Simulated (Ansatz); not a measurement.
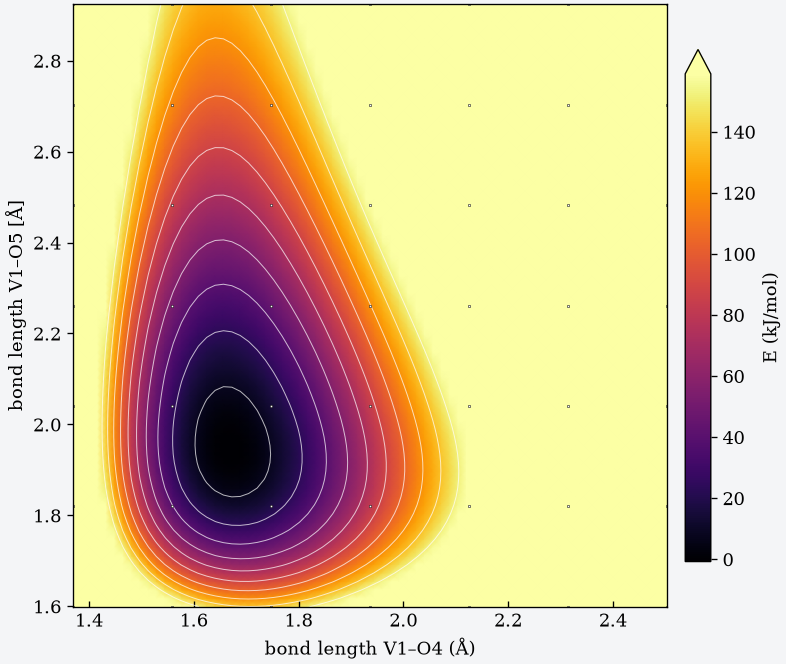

[VO3(OH)]2- (HO4V), charge −2. First axis: bond length V1–O4. Second axis: bond length V1–O5. Nothing is relaxed (all other coordinates rigid). The grid has 7 × 7 points. Points are written as (first, second). All energies are given in kJ/mol relative to the relaxed molecule at the same level. The reference is spin-restricted, which grows unreliable where a bond is stretched far. Theory: RKS PBE0-D4/def2-SVPD in Ansatz.

Drawn: a smooth colour map with a few white contour lines, dots at the grid points, one colour for all values above the top of the scale. Between grid points the surface is interpolated.

Estimate the position of the minimum and the force constants in these coordinates.

Answer. The interpolated minimum is at bond length V1–O4 ≈ 1.666 Å, bond length V1–O5 ≈ 1.945 Å. The curvatures there are about 38 eV/Å² and 14 eV/Å², with a cross term of about 2 eV/Å². Round the minimum the two coordinates are weakly coupled (coupling 0.09 in units of the two stiffnesses). (1 eV is 96.5 kJ/mol.)
